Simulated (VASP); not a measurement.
Here is the system:

```
CELL_PARAMETERS angstrom
      0.00000     2.83133     2.83133
      2.83133     0.00000     2.83133
      2.83133     2.83133     0.00000
ATOMIC_POSITIONS crystal
  Ga 0.00000 0.00000 0.00000
  As 0.25000 0.25000 0.25000
```

All values below come from PBEsol GGA, VASP's PBE PAW potentials (set 64) (plane waves; VASP 6.6.1). Run with 520 eV cut-off, 9×9×9 Γ-centred mesh, tetrahedra with Blöchl corrections, potentials Ga_d As.

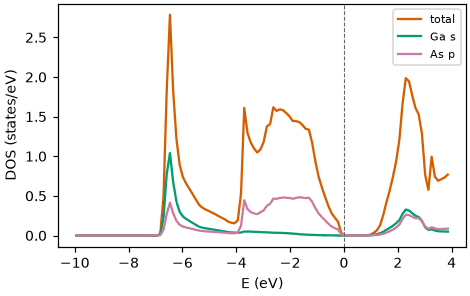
Figure: Total and projected density of states, zero at the valence-band maximum

Within 2 eV below the valence-band maximum the largest weight inside VASP's projection spheres is As p, then Ga p.

The gap is direct, 0.42 eV, from the valence maximum at Γ to the conduction minimum at Γ.

The compound is GaAs in the zinc blende structure. It was relaxed first.
